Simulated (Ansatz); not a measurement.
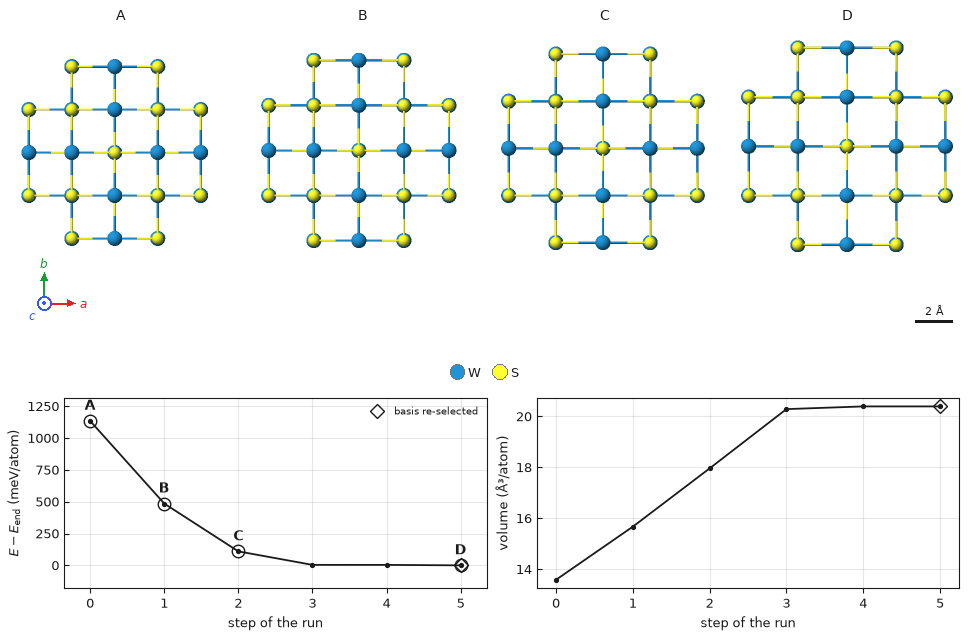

Frames of a relaxation of a crystal of WS (built on the rock salt type) (coarse preliminary run), marked on the history of the run. A ball-and-stick model of the conventional cell (4 times the calculation's cell), seen along the c axis. Lengths and directions refer to the drawn axes.

Method: DFT r2SCAN+U, scalar-relativistic, plane waves, PAW in Ansatz.

The input:
```yaml
crystal:
  lattice:
    - [0.0, 2.3861270888, 2.3861270888]
    - [2.3861270888, 0.0, 2.3861270888]
    - [2.3861270888, 2.3861270888, 0.0]
  atoms:
    - { symbol: W, position: [0.0, 0.0, 0.0], spin: 2.27 }
    - { symbol: S, position: [0.5, 0.5, 0.5], spin: 0.13 }
basis:
  ecutwfc: 500
kpoints:
  mp_grid: { grid: [8, 8, 8] }
hamiltonian:
  xc: r2scan
  hubbard: { sites: [{ species: W, l: d, u_eff: 6.2 }] }
scf:
  occupations: { method: gaussian, width: 0.1 }
output:
  forces: true
  stress: true
  eigenvalues: true
  populations: true
magnetization:
  spin_polarized: true
relax:
  adjacent_minimum: "off"
  f_tol: 0.05
  max_steps: 80
  cell: { stress_tol: 0.5 }
```

Run as
```bash
ansatz run input.yaml --threads 1 --pin off --max-ram 2560MiB --backend cpu --events-out ev --progress --plain --runs-dir out
```

Describe the path.

Answer. After 4 accepted moves (5 points after the start) the energy has fallen by 1135 meV per atom. All forces vanish by symmetry, so only the cell relaxes. The pressure goes from 63.93 to 0.14 GPa. At 1 point the geometry stayed and the basis and grid were re-selected for the new cell (energy shift of 3.6 meV per atom at most each time). No atom moves by more than 0.005 Å relative to the cell. The drawn cell changes as follows: a = b = c 4.772 → 5.464 Å (+14.5 %); the volume changes by +50.1 %. Near-neighbour distances that change, for instance: W1–S2 2.386 → 2.732 Å. The space group stays Fm-3m (No. 225). The program noted that the starting moments weren't kept. Cost: 77 s on 1 thread of Intel(R) Xeon(R) Processor @ 2.50GHz (Skylake/Cascade Lake), with other jobs on the host, peak memory 0.52 GiB. From step 0 to 1: volume +15.3 %, energy −650 meV per atom. From step 1 to 2: volume +14.6 %, energy −376 meV per atom. From step 2 to 5: volume +13.5 %, energy −110 meV per atom.

| step | E − E(0), meV/atom | pressure, GPa | volume, Å³/atom | note |
| --- | --- | --- | --- | --- |
| 0 | 0.00 | 63.93 | 13.586 |  |
| 1 | -649.65 | 35.65 | 15.671 |  |
| 2 | -1025.51 | 15.71 | 17.959 |  |
| 3 | -1131.54 | 0.61 | 20.287 |  |
| 4 | -1131.75 | 0.12 | 20.393 |  |
| 5 | -1135.33 | 0.14 | 20.393 | same geometry, new basis |
